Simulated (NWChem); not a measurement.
# UHF/def2-SVPD run of BHClO (SMILES O[B]Cl)

Aim: the energy change on altering one bond length of BHClO at UHF/def2-SVPD, from 2 runs. 

The results are computed with NWChem 7.3.0.

3 further runs of the same task are left out: 3 set aside as unsound or not needed.

## 1. The system as given

BHClO has 4 atoms, charge 0, and is taken as a doublet. As SMILES, `O[B]Cl`. The coordinates come from a PBE0-D4/def2-TZVP relaxation.

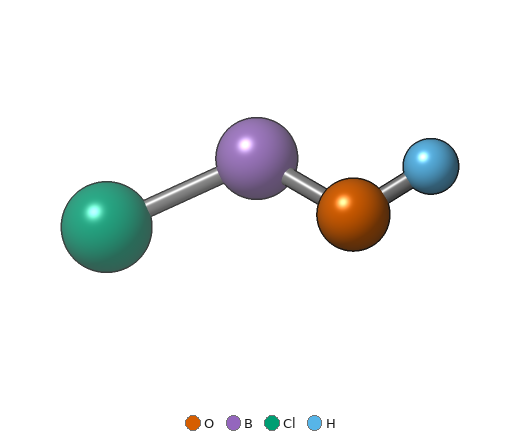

The structure, seen from a chosen angle (oxygen orange, boron purple, chlorine teal, hydrogen blue).

## 2. A single-point energy at UHF/def2-SVPD

run.py

```python
from ase import Atoms
from ase.calculators.nwchem import NWChem

mol = Atoms(['O', 'B', 'Cl', 'H'], positions=[
    [0.545600, 0.191100, -0.589300],
    [-0.429900, 0.065600, 0.312600],
    [-0.557200, -1.323200, 1.352900],
    [0.497000, 1.006200, -1.096500],
])

calc = NWChem(
    label='mol',
    theory='scf',
    memory='2200 mb',
    basis='def2-SVPD',
    basispar='spherical bse',
    scf={'nopen': '1', 'uhf': None},
    task='energy',
)
mol.calc = calc

print("Total energy (eV):", round(mol.get_potential_energy(), 6))
```

The run is started by

```
$ export ASE_NWCHEM_COMMAND="nwchem PREFIX.nwi > PREFIX.nwo"
$ python run.py
```

Standard output:

```text
Total energy (eV): -15223.548664
```

The calculator wrote mol.nwi:

```
title "mol"

permanent_dir mol

scratch_dir mol

start mol

geometry units angstrom nocenter noautosym noautoz
  O  5.4559999999999997e-01 1.9109999999999999e-01 -5.8930000000000005e-01
  B  -4.2990000000000000e-01 6.5600000000000006e-02 3.1259999999999999e-01
  Cl -5.5720000000000003e-01 -1.3231999999999999e+00 1.3529000000000000e+00
  H  4.9700000000000000e-01 1.0062000000000000e+00 -1.0965000000000000e+00
end

memory 2200 mb

basis spherical bse noprint
   * library def2-SVPD
end

scf
  nopen 1
  uhf
end

task scf energy
```

mol.nwo:

```text
Northwest Computational Chemistry Package (NWChem) 7.3.0
             --------------------------------------------------------

           Job information
           ---------------

    nwchem branch   = 7.3.0
    use scalapack   = T
    input           = mol.nwi
    prefix          = mol.
    data base       = mol/mol.db
    status          = startup
    nproc           =        1

           Memory information
           ------------------

    heap     =     72089600 doubles =      550.0 Mbytes
    stack    =     72089597 doubles =      550.0 Mbytes
    global   =    144179200 doubles =     1100.0 Mbytes (distinct from heap & stack)
    total    =    288358397 doubles =     2200.0 Mbytes
    verify   = yes
    hardfail = no

           Directory information
           ---------------------

  0 permanent = mol
  0 scratch   = mol

[... 31 lines left out ...]
            Nuclear Dipole moment (a.u.)
[... 74 lines left out ...]
 1-e energy   =    -922.411253
[... 7 lines left out ...]
         Quadratically convergent UHF
[... 13 lines left out ...]
       Final UHF  results
[... 3 lines left out ...]
      One electron energy =   -924.070393659252
[... 1 line left out ...]
 Nuclear repulsion energy =     76.699731006802
[... 38 lines left out ...]
          Final beta eigenvalues
[... 295 lines left out ...]
                     UHF Final Beta Molecular Orbital Analysis
[... 308 lines left out ...]
   Mulliken analysis of the spin density
   -------------------------------------

    Atom       Charge   Shell Charges
 -----------   ------   -------------------------------------------------------
    1 O    8     0.04  -0.00  0.00 -0.00  0.05  0.02 -0.02  0.00  0.00 -0.00
    2 B    5     0.96   0.00  0.21  0.17 -0.01  0.39  0.17  0.00  0.01
    3 Cl  17     0.02   0.00  0.00  0.01 -0.01  0.00  0.00  0.03  0.00 -0.02  0.00  0.00
    4 H    1    -0.03   0.00 -0.02 -0.00 -0.01

       Multipole analysis of the density wrt the origin
       ------------------------------------------------

     L   x y z        total         alpha         beta         nuclear
     -   - - -        -----         -----         ----         -------
     0   0 0 0     -0.000000    -16.000000    -15.000000     31.000000

     1   1 0 0      0.026428      7.175274      5.625891    -12.774737
[... 8 lines of this table left out ...]
     2   0 0 2    -17.797539    -73.472245    -71.401100    127.075806

 Task  times  cpu:        2.9s     wall:        2.9s
 Total times  cpu:        3.0s     wall:        3.0s
```

Wall time 3.9 s (1 thread of AMD EPYC 9R05 (Zen 5), shared host); peak memory 0.099 GiB.

## 3. The distorted shape, same level

bclho.nw

```
start bclho
title "BClHO"
memory 2200 mb
geometry noautosym nocenter noautoz
  O        0.540740       0.272610      -0.640020
  B       -0.434760       0.147110       0.261880
  Cl      -0.562060      -1.241690       1.302180
  H        0.497000       1.006200      -1.096500
end
basis spherical bse
  * library def2-SVPD
end
scf
  doublet
  uhf
end
task scf
```

The run is started by

```
$ nwchem bclho.nw > bclho.out
```

Standard output:

```text
[...]
  functions       =    78
[...]
  wavefunction    = UHF
[...]
         Total SCF energy =   -559.446817580934
      One electron energy =   -925.104571615779
      Two electron energy =    288.350545213471
 Nuclear repulsion energy =     77.307208821375
                       Sz =      0.5000
                 Sz(Sz+1) =      0.7500
                      S^2 =      0.7541
[...]
```

Wall time 3.6 s (1 thread of AMD EPYC 9R05 (Zen 5), shared host); peak memory 0.099 GiB.

## 4. Outcome

At UHF/def2-SVPD:

| quantity | value |
| --- | --- |
| first shape: total energy | -559.45510 Eh |
| first shape: dipole moment | 2.31 D |
| first shape: HOMO energy (highest over α and β) | -9.80 eV |
| first shape: LUMO energy (lowest over α and β) | 1.04 eV |
| first shape: ⟨S²⟩ | 0.754 |
| distorted shape: total energy | -559.44682 Eh |
| distorted shape: dipole moment | 2.12 D |
| distorted shape: HOMO energy (highest over α and β) | -9.89 eV |
| distorted shape: LUMO energy (lowest over α and β) | 1.02 eV |
| distorted shape: ⟨S²⟩ | 0.754 |
| energy change with the O1–H4 bond shortened from 0.961 to 0.865 Å | 0.225 eV |

In words: With the O1–H4 bond shortened from 0.961 to 0.865 Å the energy rises by 0.23 eV (21.7 kJ/mol). The first shape isn't relaxed at this level, so the change isn't measured from a minimum. Mulliken charges (first shape) run from -0.55 on O1 to +0.73 on B2; in a basis this large or diffuse they mean little.
